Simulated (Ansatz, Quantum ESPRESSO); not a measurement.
# 1T-PtSe2, 2 layers, AA stacking: the vacuum level over the valence top at a withheld member of a series

**Set-up.** Quantum ESPRESSO 7.5, PBE, SG15 norm-conserving. Cell and atoms are relaxed under PBE-D3(BJ) (GBRV files) and held. Screened hybrids with norm-conserving files, screening 0.106 per bohr, fixed occupations, a 9×9×1 mesh with exchange on 3×3×1 q points. Levels count from the potential in the middle of the vacuum. The series steps the share of short-range exact exchange (0.25 is HSE06, 0 is PBE).

| share of short-range exact exchange | vacuum level over the valence top (eV) |
| --- | --- |
| 0 | 4.808 |
| 0.125 | 4.986 |
| 0.25 | 5.174 |
| 0.3 | 5.252 |

One more run was made and is withheld. What is the vacuum level over the valence top at 0.4?

By hand: The rows at 0.25 and 0.3 give a slope of (5.252 − (5.174))/(0.3 − (0.25)) = 1.56, so a straight line gives 5.408 eV. A parabola through these and the row at 0.125 gives 5.413 eV.

**Check.** 5.415 eV. The line misses by −0.007 and the parabola by −0.002 eV. Both misses are under 5 % of the step from the nearer row.

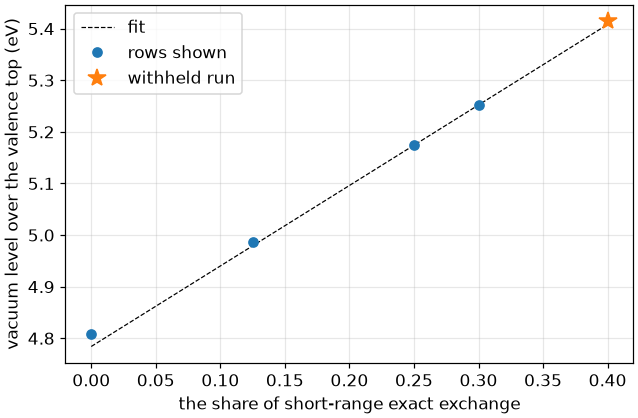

The rows shown, the fit and the withheld run.

**Limits.** Gaps are those of the mesh; no spin-orbit coupling; the q mesh was not tested; the geometry stays that of PBE-D3(BJ).
